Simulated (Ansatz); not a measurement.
Structure data:

```xyz
5
Lattice="3.9405 0.0000 0.0000 -1.9702 3.4125 0.0000 0.0000 0.0000 6.1873" Properties=species:S:1:pos:R:3 pbc="T T T"
La    1.9702    1.1375    4.6568
La    0.0000    2.2750    1.5306
O     1.9702    1.1375    2.1946
O     0.0000    2.2750    3.9927
O     0.0000    0.0000    0.0000
```

> Before looking at a picture, describe the arrangement of atoms.

The formula is La2O3. The symmetry is that of P-3m1 (No. 164), on a primitive hexagonal lattice. Cell content 2 La, 3 O; Z = 1. Each La has seven O at 2.37 to 2.74 Å. O takes two kinds of site: 2d with four La in a tetrahedral arrangement at 2.37 to 2.46 Å; 1a with six La in an octahedral arrangement at 2.74 Å. The bonds build a three-dimensional framework.

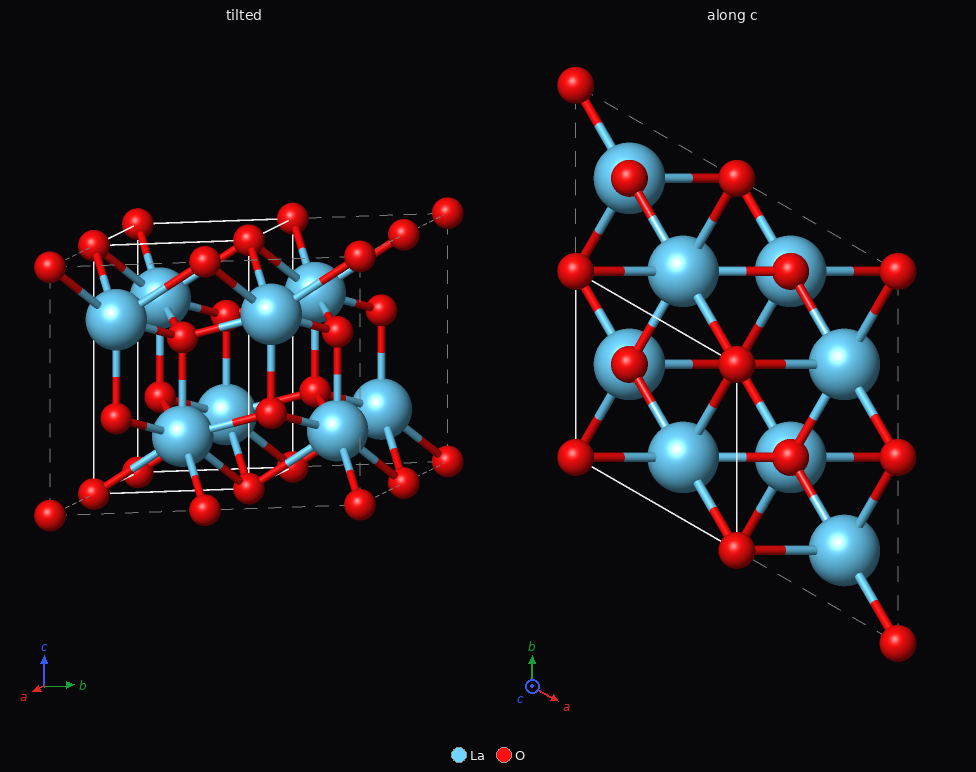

The crystal in a ball-and-stick representation, seen slightly off an axis and along the c axis. A 2×2×1 array of cells is drawn; the conventional unit cell has the solid edges.

The structure was taken from a structure listed in the Materials Project. The picture shows the end point of a geometry optimisation with DFT PBE, scalar-relativistic, plane waves, PAW in Ansatz.
